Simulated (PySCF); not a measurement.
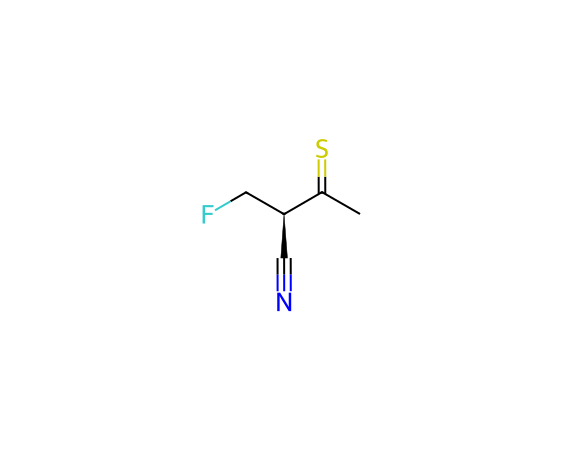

A structural formula.

Write the SMILES.

Answer. CC(=S)[C@@H](C#N)CF

What is the molecular formula?

Answer. C5H6FNS.

An optimisation with GFN2-xTB gave a structure of which point group?

Answer. C1.

The parts below concern this one geometry. Atoms keep their numbers from picture to picture. Computed geometry: GFN2-xTB optimisation. No frequency run is at hand to confirm it as a minimum.

Dipole moment

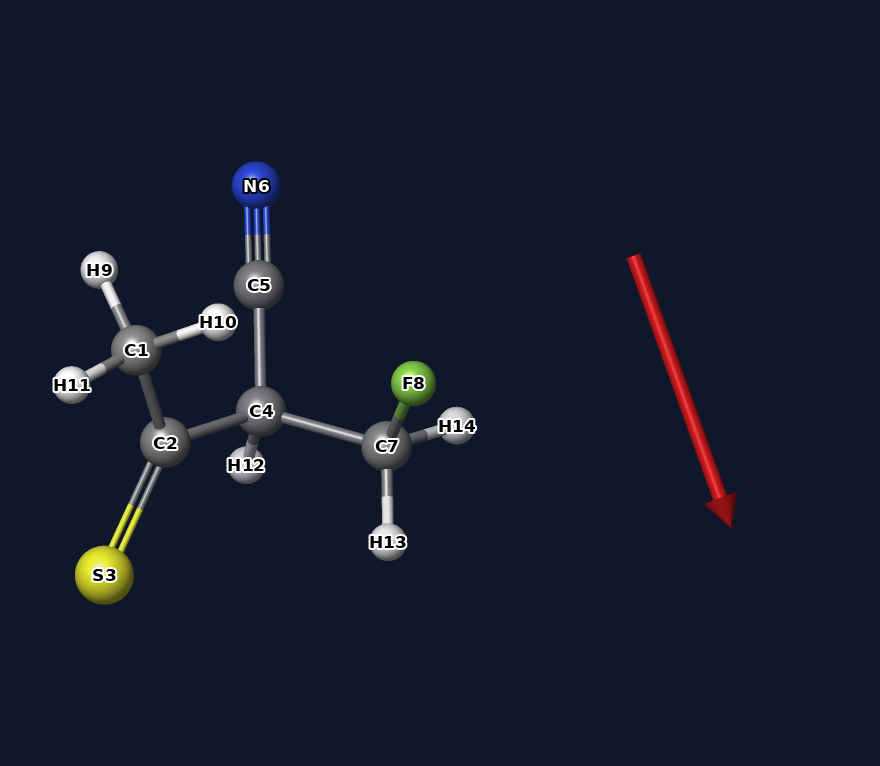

The arrow beside the molecule shows the direction of the dipole moment, from the negative to the positive end (its length means nothing). No frequency run is at hand to confirm it as a minimum. Level of theory: B3LYP/def2-SVPD, gas phase (PySCF 2.14.0).

How large is the dipole moment?

Answer. 2.14 D; it points from the side of N6 to the side of H13 (the outermost atoms at the two ends).

Excitation

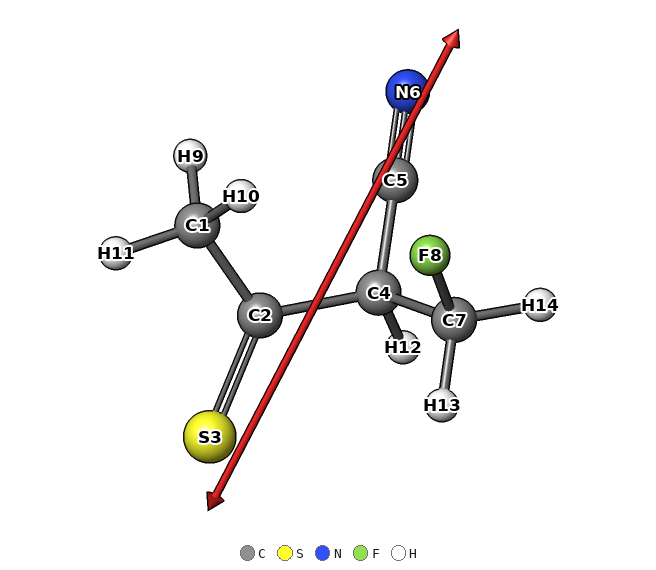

The double arrow shows the direction of the transition dipole to excited singlet state 2 (its length means nothing). No frequency run is at hand to confirm it as a minimum. Properties computed with TDDFT B3LYP/def2-SVPD, vertical, gas phase, core orbitals frozen in the response (PySCF 2.14.0).

How is the transition polarised?

Answer. Nearly parallel to the C2–S3 bond.

Where does the transition lie, and how strong is it?

Answer. 5.48 eV (226 nm), oscillator strength 0.16, mainly HOMO−1 → LUMO (weight 0.79); transition dipole 2.79 D.

Polarisability

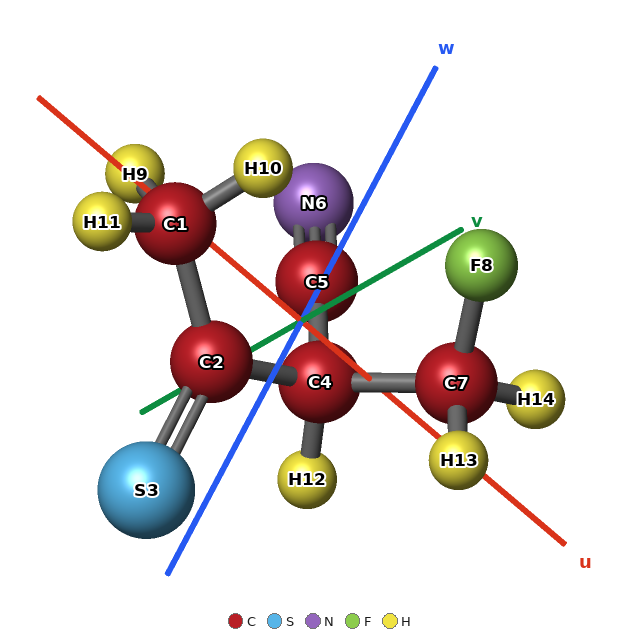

The lines u, v and w are the principal axes of the static dipole polarisability. No frequency run is at hand to confirm it as a minimum. Computed with B3LYP/def2-SVPD (PySCF 2.14.0).

Along which axis is the molecule most polarisable, and along which least?

Answer. Most along w (nearly parallel to the C2–S3 bond), least along v.

Give the three principal values.

Answer. u 78.5, v 68.8, w 107.7 bohr³; mean 85.0, anisotropy 35.0 bohr³.
